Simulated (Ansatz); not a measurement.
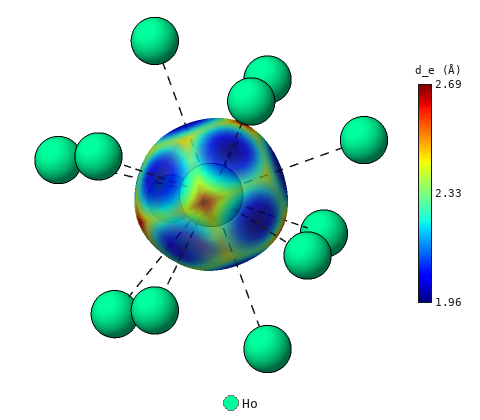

Hirshfeld surface computed for one Ho atom in Ho (P6_3/mmc, No. 194), coloured by d_e. Dashed lines lead to the closest neighbours outside.

The surface is where the fragment's share of the procrystal density (the sum of the densities of spherically averaged neutral Hartree-Fock atoms) equals one half. d_i and d_e are the distances from the surface to the nearest nucleus inside and outside. From Rb on the atoms have core potentials, so only their outer electrons count.

Origin of the cell: the geometry relaxed with Ansatz, DFT PBE, scalar-relativistic, plane waves, PAW.

```xyz
2
Lattice="3.6705 0.0000 0.0000 -1.8353 3.1787 0.0000 0.0000 0.0000 5.9147" Properties=species:S:1:pos:R:3 pbc="T T T"
Ho    0.0000    2.1192    4.4360
Ho    1.8353    1.0596    1.4787
```

### What is the shortest distance from the fragment to an atom outside it?

Ho–Ho, 3.64 Å.

### How is the surface shared among contacts (nearest atom inside ··· nearest atom outside)?

Ho···Ho 100 %. The surface faces 12 neighbours with more than 2 % of its area each: 12 Ho.

### Give the size and shape of the surface.

It encloses about 20.8 Å³, has an area of about 37 Å² and a globularity of 1.00 (1 for a sphere).
